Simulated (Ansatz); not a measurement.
## Electronic structure of Cl4FTa···NH3 in real space

Input

```
crystal:
  periodic: [false, false, false]
  atoms:
    - { symbol: Ta, position_ang: [0.0, 0.0, 0.0] }
    - { symbol: "N", position_ang: [2.51, 0.0, 0.0] }
    - { symbol: H, position_ang: [3.04, -0.5118, 0.762] }
    - { symbol: H, position_ang: [3.04, 0.5118, -0.762] }
    - { symbol: Cl, position_ang: [0.0, 0.0, 2.47] }
    - { symbol: Cl, position_ang: [0.0, 0.0, -2.47] }
    - { symbol: Cl, position_ang: [-1.235, 2.139, 0.0] }
    - { symbol: Cl, position_ang: [-1.235, -2.139, 0.0] }
    - { symbol: F, position_ang: [0.7032, -1.7912, 1.127] }
    - { symbol: H, position_ang: [1.9054, -1.1844, 0.7452] }
basis:
  gaussian: { orbitals: def2-SVP }
hamiltonian:
  xc: hf
relax:
  f_tol: 0.15
  max_steps: 25
  restrain:
    - { distance: [0, 8], at: 1.93, k: 30.0 }
    - { distance: [9, 1], at: 1.06, k: 30.0 }
    - { distance: [0, 1], at: 3.36, k: 30.0 }
    - { distance: [9, 8], at: 2.12, k: 30.0 }
output:
  orbitals: {}
```

Command:

```sh
ansatz run input.yaml --threads 4 --pin off --max-ram 5120MiB --backend cpu --events-out ev --progress --plain --runs-dir out
```

The fields are those of the run's last geometry, not of the input's.

Core potentials replace the inner electrons of Ta; not at a stationary point (largest force 1.3 eV/Å).

All numbers below come from RHF/def2-SVP (Ansatz).

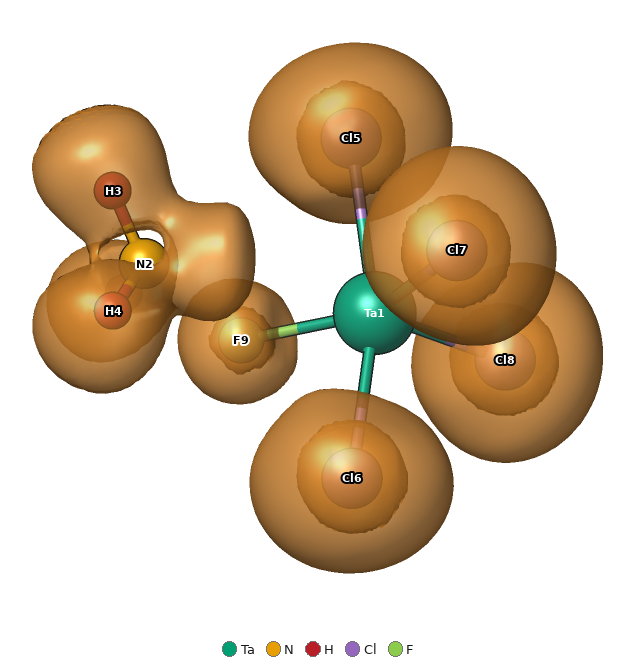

Figure 1. Isosurface of the ELF at 0.75 (orange), seen at a tilt. Only the valence region is drawn (cores and ρ < 0.01 e/Å³ removed).

Q: Identify the bonds, lone pairs and shells in this picture.

A: The surface consists of four regions wrapped around Cl (the valence shell of each), one region wrapped around F (its valence shell) and one joined region spread over several atoms (H, N), in which their bonds and any lone pairs are merged. Profiles from the grid: Ta1···N2 (3.34 Å): the ELF dips to about 0 between them. Ta–F (1.90 Å): the ELF peaks at about 0.85 in the valence shell of F, 0.5 Å from its nucleus, and drops to about 0.20 between the two atoms.

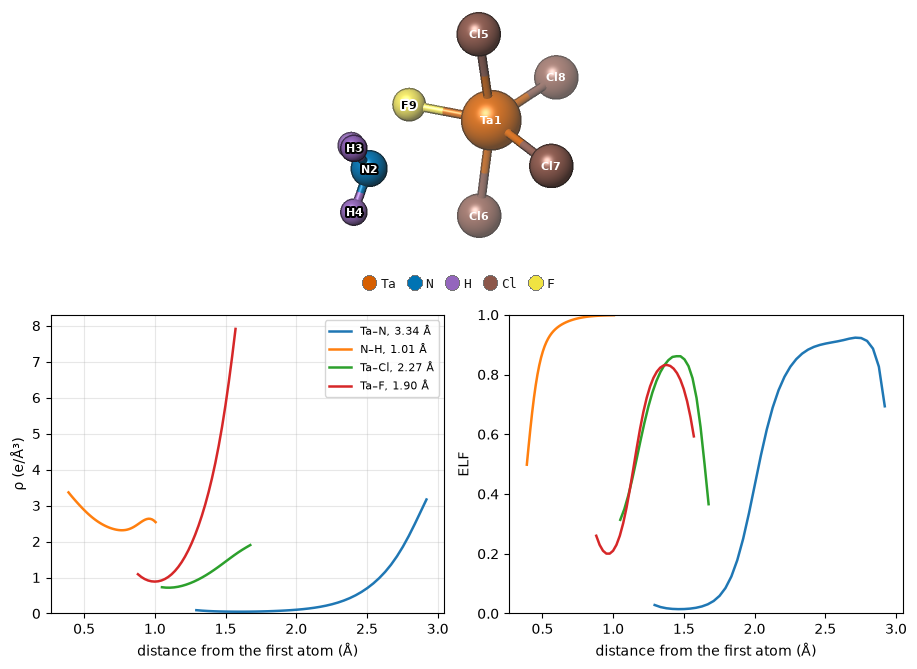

Figure 2. Electron density and ELF along straight lines between neighbouring atoms. The curves leave out the atomic cores. The structure is drawn too.

Q: Compare the contacts.

A: Ta1···N2 (3.34 Å): the density falls to about 0.05 e/Å³ on the way; the ELF dips to about 0 between them.
N–H (1.01 Å): the density is about 2.9 e/Å³ at the midpoint; the ELF climbs to about 1 towards the hydrogen, as it does in any bond to H (a covalent bond by its length).
Ta–Cl (2.27 Å): ρ is about 0.73 e/Å³ halfway; the ELF peaks at about 0.85 in the valence shell of Cl, 0.8 Å from its nucleus, and is about 0.45 at the midpoint.
Ta–F (1.90 Å): ρ at the midpoint is about 0.92 e/Å³; the ELF peaks at about 0.85 in the valence shell of F, 0.5 Å from its nucleus, and drops to about 0.20 between the two atoms.

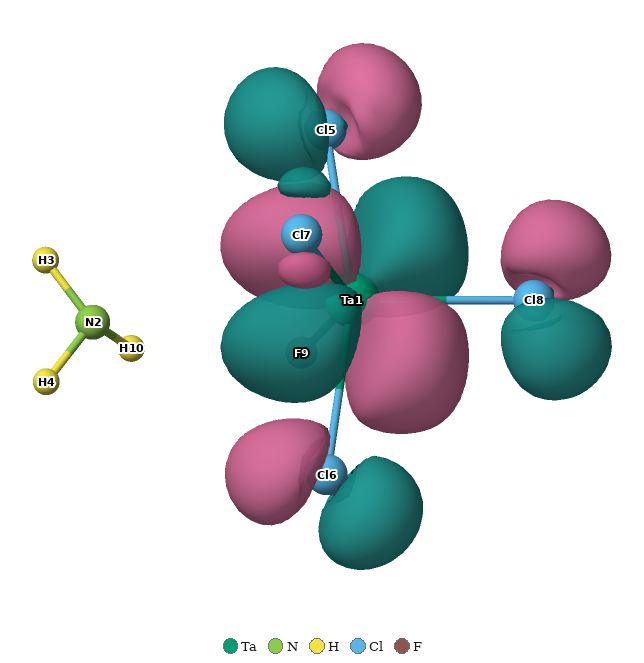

Figure 3. The LUMO at ±0.08 Å⁻³ᐟ² (teal and pink are the two phases), seen at a tilt.

Q: Describe this orbital and give its energy.

A: Its weight (Hirshfeld) is mainly on Ta1 (about 70 %), Cl8 (about 10 %), Cl5 (about 10 %) and Cl6 (about 10 %). Its energy is −0.42 eV.
